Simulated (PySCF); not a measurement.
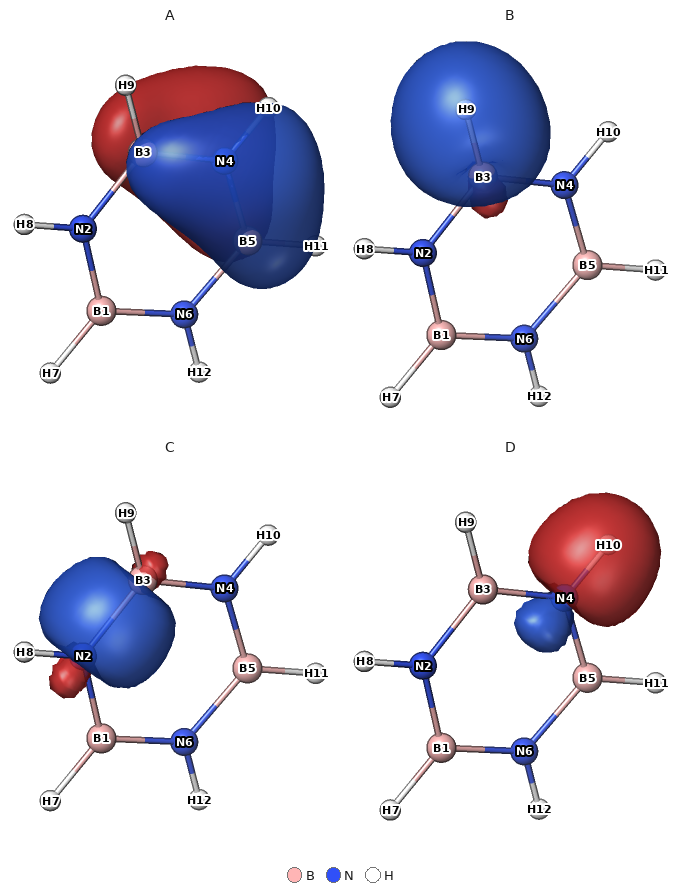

Figure. B₃H₆N₃, SMILES `B1NBNBN1`. Pipek–Mezey orbitals, occupied; each surface holds about 85 % of the orbital's density. Energies are diagonal elements of the Fock matrix.

Computed with PySCF, BLYP/aug-cc-pVDZ, geometry: GFN2-xTB. No frequency check shows the geometry to be a minimum.

What does each orbital represent in a Lewis picture?

By panel:
- A: p-type lone pair on N4, partly delocalised onto B3 and B5 (N4 73 %, B3 13 %, B5 13 %; −7.5 eV)
- B: σ bond H9–B3 (H9 50 %, B3 49 %; −9.4 eV)
- C: σ bond N2–B3 (N2 65 %, B3 34 %; −14.7 eV)
- D: σ bond N4–H10 (N4 61 %, H10 37 %; −14.6 eV)

How do all the valence pairs divide up?

15 pairs: 12 σ bonds and 3 partly delocalised lone pairs.

Run time: 33 s on 1 thread of Arm Neoverse V1, with other jobs on the host, peak memory 0.66 GiB.
